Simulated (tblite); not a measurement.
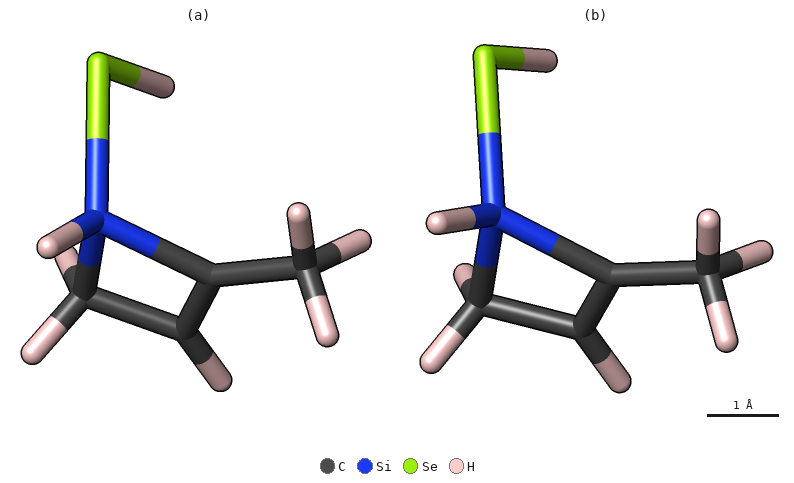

The structure of C₄H₈SeSi before (left) and after (right) a relaxation, at one scale.

A stick model, seen at a tilt.

The calculation used tblite, GFN2-xTB geometry optimisation, gas phase. 

### Describe what moved and what it gained.

The energy falls by 23.3 kcal/mol in 56 geometry steps. An H atom moves most after the best rigid fit: 0.44 Å. By element the largest moves are H 0.44 Å, Se 0.21 Å, C 0.15 Å, Si 0.07 Å. Some distances before and after: C–Si 1.741 → 1.931 Å, H–Se 1.540 → 1.433 Å, C–Si 1.849 → 1.899 Å, C–C 1.384 → 1.338 Å. Among the angles between lasting bonds that change: Se–Si–H 119.4° → 104.0°, C–C–C 95.3° → 106.6°, C–C–Si 95.9° → 87.0°.
